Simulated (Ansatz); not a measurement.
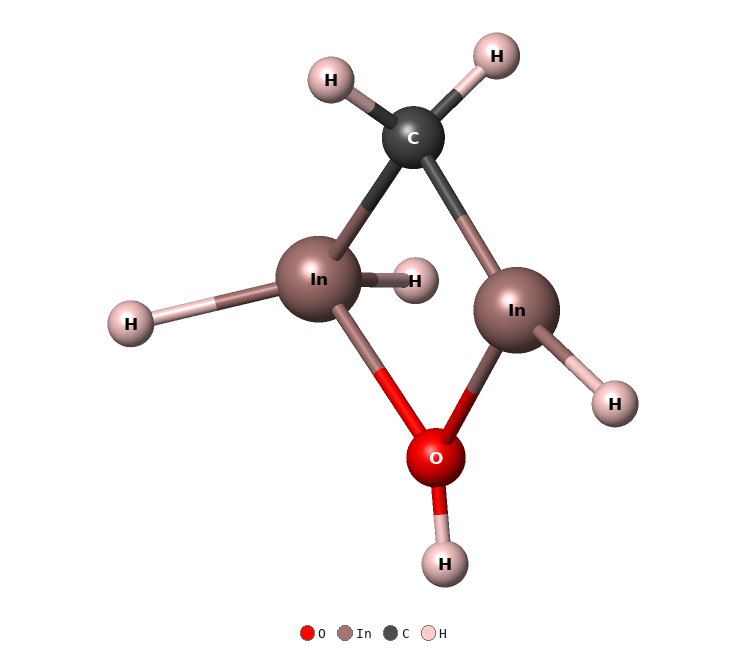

Harmonic vibrations computed with RKS PBE0-D4/def2-TZVP, core potentials on In (Ansatz 0.2.0) at a stationary point of the same level.

Q: Is this a minimum or a saddle point?

A: A minimum: no imaginary frequency, and the lowest mode lies at 53 cm⁻¹.

Q: List the wavenumbers.

A: 24 modes: 53, 162, 262, 272, 316, 371, 404, 444, 457, 529, 554, 582, 584, 599, 747, 845, 870, 1373, 1780, 1789, 1859, 3080, 3145, 3917 cm⁻¹.
